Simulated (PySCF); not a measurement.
SMILES OB(O)/C=C\O[SiH3] at its GFN2-xTB optimised geometry (Å):

```
14

O      1.6498    -2.4556    -0.0185
B      0.9017    -1.3132     0.0000
O      1.5809    -0.1422     0.0222
C     -0.6521    -1.3132     0.0000
C     -1.4506    -0.2408     0.0000
O     -1.1260     1.0400    -0.0080
Si     0.1637     2.0429    -0.0433
H      1.1626    -3.2767    -0.0330
H      2.5344    -0.2324     0.0209
H     -1.1650    -2.2668     0.0046
H     -2.5344    -0.3637     0.0066
H     -0.6298     3.2767    -0.0790
H      0.9403     2.0218     1.1909
H      0.9344     1.9501    -1.2785
```

Computed with PBE/def2-TZVP (PySCF).

Map of the electrostatic potential (hartree/e), clipped to [-0.08, 0.12] on the plane z = 1.0 Å:

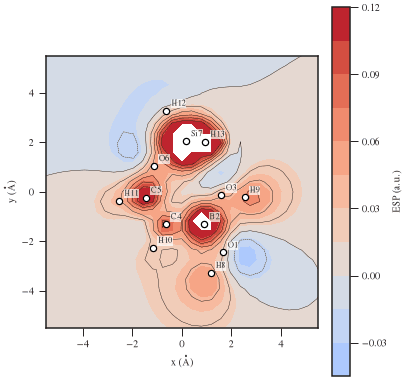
*Electrostatic potential (hartree/e), clipped to [-0.08, 0.12] on the plane z = 1.0 Å.*
